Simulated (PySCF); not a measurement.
# CH₈Si₂, SMILES `[SiH3]C[SiH3]`: electronic structure

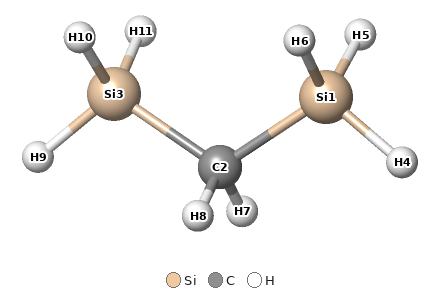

The molecule, with its atoms numbered as below. No frequency check shows the geometry to be a minimum.

Geometry (Å), atoms numbered from 1:

```
Si1     -1.6062    0.1870    0.0003
C2       0.0000   -0.8250    0.0000
Si3      1.6062    0.1870   -0.0003
H4      -2.7591   -0.7204   -0.0023
H5      -1.6643    1.0294    1.1968
H6      -1.6647    1.0295   -1.1962
H7       0.0001   -1.4822    0.8705
H8      -0.0001   -1.4822   -0.8707
H9       2.7591   -0.7204    0.0022
H10      1.6643    1.0295   -1.1968
H11      1.6647    1.0294    1.1963
```

## 1. Bonding charge

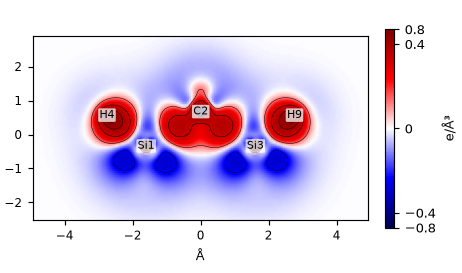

Deformation density (molecule less spherical, spin-averaged free atoms) in the plane of Si1, C2, Si3, H4 and H9; colour scale in e/Å³, logarithmic beyond ±0.1; red: gain, blue: loss.

PySCF calculation, LDA (SVWN)/cc-pVTZ, gas phase; geometry: GFN2-xTB.

Question: How much density has each bond in this plane gained at its critical point, relative to the free atoms?

Answer: Si1–H4 and Si3–H9: +0.21 e/Å³ at the bond critical point (bond length 1.47 Å, Mayer order 1.0). Si1–C2 and C2–Si3: +0.15 e/Å³ at the bond critical point (bond length 1.90 Å, Mayer order 1.0). In all, 2.3 electrons gather in the regions of gain relative to the promolecule.

Question: Where do the Hirshfeld charges lie?

Answer: The highest Hirshfeld charge is on Si1 and Si3 (+0.26 e), the lowest on C2 (−0.24 e).

## 2. Bond critical points

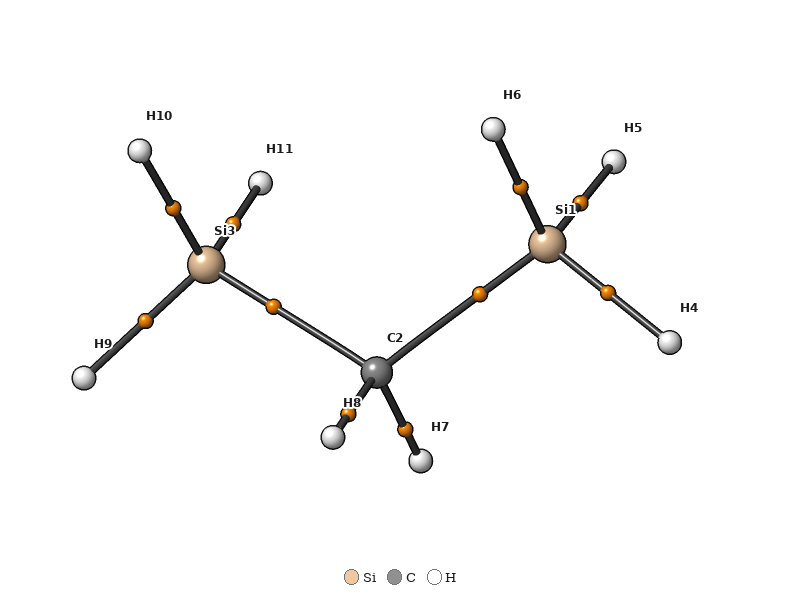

Molecular graph of the electron density (QTAIM): bond paths, bond critical points (orange), ring points (yellow, if any); weak paths are dashed.

Question: How many critical points of each kind are there, and does the count close?

Answer: 11 nuclei, 10 bond, 0 ring and 0 cage critical points: 11 − 10 + 0 − 0 = 1, as the Poincaré–Hopf relation requires.

Question: What does the calculation give at each kind of bond critical point?

Answer:
```
            bond  length (Å)  ρ (a.u.)  ∇²ρ (a.u.)     ε  H (a.u.)
 C2–H7 (2 alike)       1.091     0.270       −0.96  0.02    −0.290
Si1–H5 (4 alike)       1.464     0.124       +0.16  0.01    −0.082
Si1–H4 (2 alike)       1.467     0.123       +0.16  0.01    −0.081
Si1–C2 (2 alike)       1.898     0.113       +0.11  0.03    −0.074
```

Question: What kind of interaction is C2–H7?

Answer: Shared-shell (covalent): ρ = 0.270, ∇²ρ = −0.96, H = −0.290 a.u.

## 3. Local ionisation energy

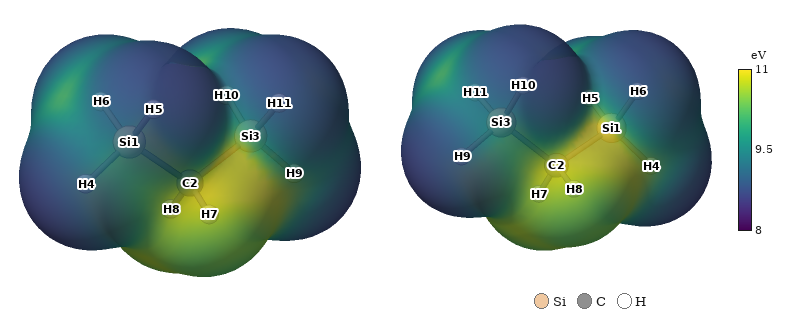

Average local ionisation energy on the surface of electron density 0.001 a.u. (back view left, front view right).

Question: Locate the minima of the map.

Answer: The lowest value is 8.6 eV, 1.5 Å from H9, and at like points elsewhere. For comparison, the highest occupied orbital lies at −7.5 eV.

## 4. Excited states

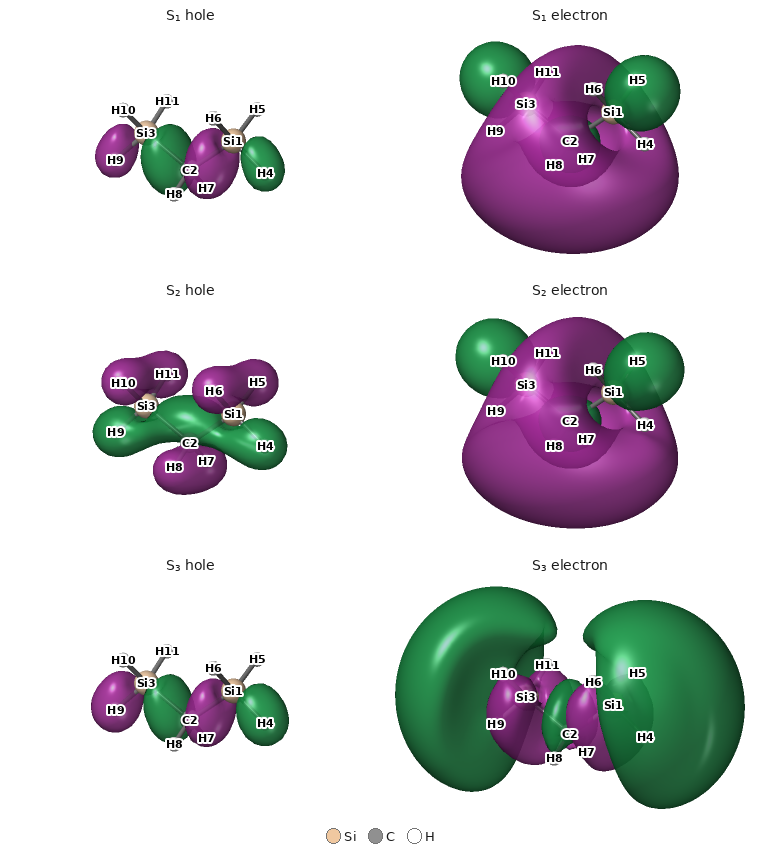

Leading natural transition orbitals (CIS singlet states).

Computed with PySCF, HF/6-31+G*, geometry: GFN2-xTB.

Question: Give the energy and character of each state.

Answer: By state:
- S₁: 8.71 eV (142 nm), f = 0.062, σ → diffuse (Rydberg-like) orbital; the leading pair carries 97 %; hole on C2 (38 %), Si1 and Si3 (19 % each) and H4 and H9 (8 % each), electron on Si1 and Si3 (25 % each), C2 (22 %) and H7 and H8 (8 % each) (atom shares of so diffuse an orbital are rough); their centroids lie 0.7 Å apart.
- S₂: 9.33 eV (133 nm), f = 0.001 (very weak), σ → diffuse (Rydberg-like) orbital; the leading pair carries 85 %; hole on C2 (24 %), Si1 and Si3 (16 % each) and H4 and H9 (7 % each), electron on Si1 and Si3 (27 % each), C2 (19 %) and H7 and H8 (6 % each) (atom shares of so diffuse an orbital are rough); their centroids lie 0.8 Å apart.
- S₃: 9.54 eV (130 nm), f = 0.576 (bright), σ → diffuse (Rydberg-like) orbital; the leading pair carries 85 %; hole on C2 (26 %), Si1 and Si3 (19 % each) and H4 and H9 (14 % each), electron on Si1 and Si3 (36 % each), C2 (8 %) and H4 and H9 (6 % each) (atom shares of so diffuse an orbital are rough) (shares are of the whole state, not of the leading pair alone); their centroids lie 0.7 Å apart.

## 5. In an electric field

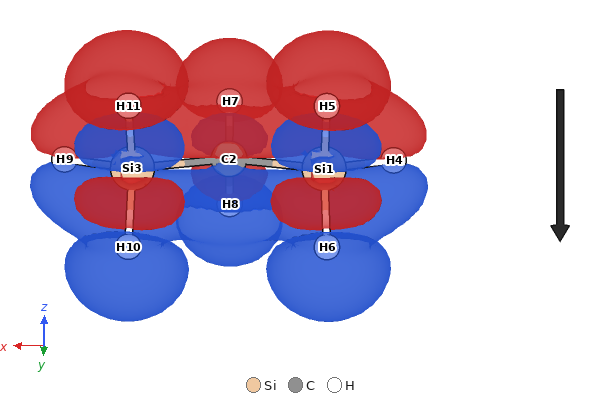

Change of the electron density in a uniform field of 0.21 V/Å along −z (arrow), surfaces at ±0.0008 e/Å³ (red: gain, blue: loss).

Level of theory: BLYP/6-311+G** (PySCF), at a geometry from GFN2-xTB. The basis has diffuse s and p functions alone, which still leaves polarisabilities too small, most of all across bonds.

Question: What dipole is induced, and what polarisability does it imply?

Answer: The induced dipole is 0.61 D (along the field); α along this axis, from the fields in both directions, is 60 bohr³ (8.9 Å³).

Question: Which atoms gain and lose the most charge?

Answer: Electrons gather most on H5 and H11 alike (Hirshfeld charge changes by −0.009 e) and leave H6 and H10 alike most (+0.009 e); 0.058 electrons are displaced in all.

## 6. Localised orbitals

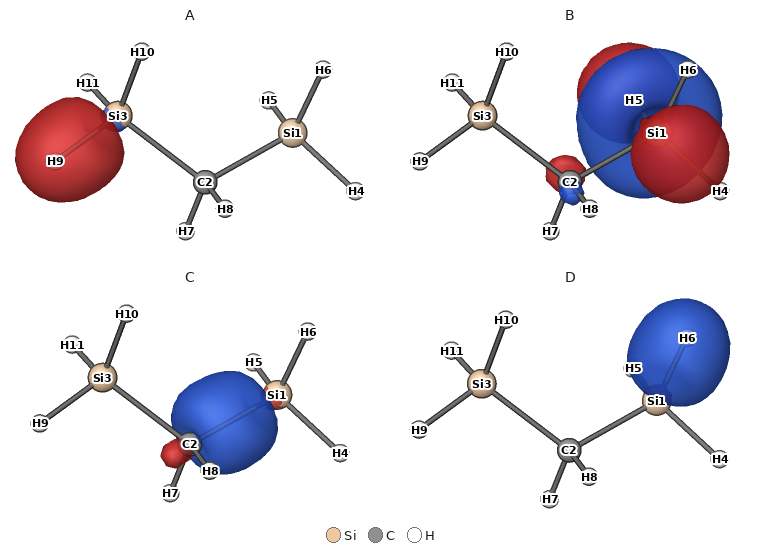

Intrinsic bond orbitals (IBO), occupied and valence-virtual; each surface holds about 70 % of the orbital's density. Energies are diagonal elements of the Fock matrix.

Computed with PySCF, B3LYP/def2-SVP, geometry: GFN2-xTB.

Question: What does each orbital represent in a Lewis picture?

Answer: By panel:
- A: σ bond H9–Si3 (H9 56 %, Si3 44 %; −10.9 eV)
- B: σ* orbital Si1–H5 (Si1 56 %, H5 43 %; 5.6 eV)
- C: σ bond C2–Si1 (C2 63 %, Si1 36 %; −11.5 eV)
- D: σ bond H6–Si1 (H6 56 %, Si1 44 %; −10.9 eV)

Question: How do all the valence pairs divide up?

Answer: 10 pairs: 10 σ bonds.

## 7. Stretching a bond

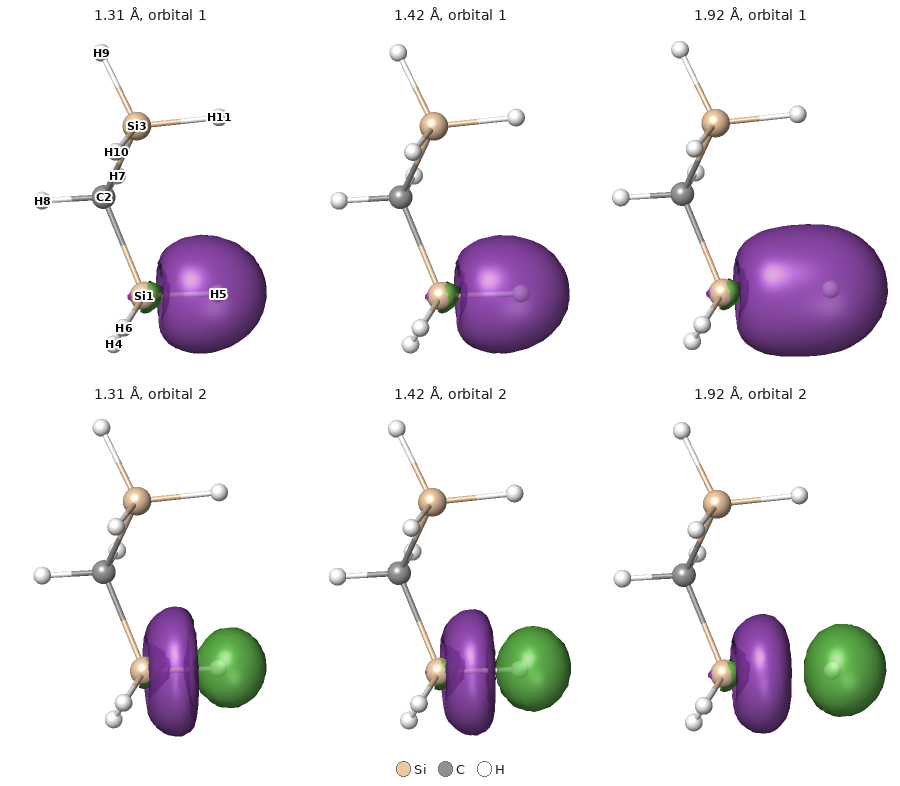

Rigid stretch of the Si1–H5 bond. The two CASSCF(2,2) natural orbitals nearest half filling (orbital 1 the more occupied).

PySCF calculation, def2-SVP basis, gas phase; geometry: GFN2-xTB.

Question: How do the occupations change along the stretch?

Answer: 1.31 Å: 1.99 and 0.01; 1.42 Å: 1.98 and 0.02; 1.92 Å: 1.95 and 0.05. At the longest distance computed (3.98 Å) they are 1.20 and 0.80, and the effective number of unpaired electrons is 1.8.

Question: Where does the UHF solution part from RHF?

Answer: Between 1.92 Å (⟨S²⟩ = 0, the two coincide) and 2.20 Å (⟨S²⟩ = 0.05); at 3.98 Å ⟨S²⟩ is 0.99 and UHF lies 3.3 eV below RHF.

Question: How much energy does the stretch cost?

Answer: By CASSCF, 3.7 eV from the lowest point of the scan (1.56 Å) to 3.98 Å; RHF gives 6.6 eV from its own lowest point. The fragments aren't relaxed and dynamic correlation is missing, so this isn't a bond dissociation energy.
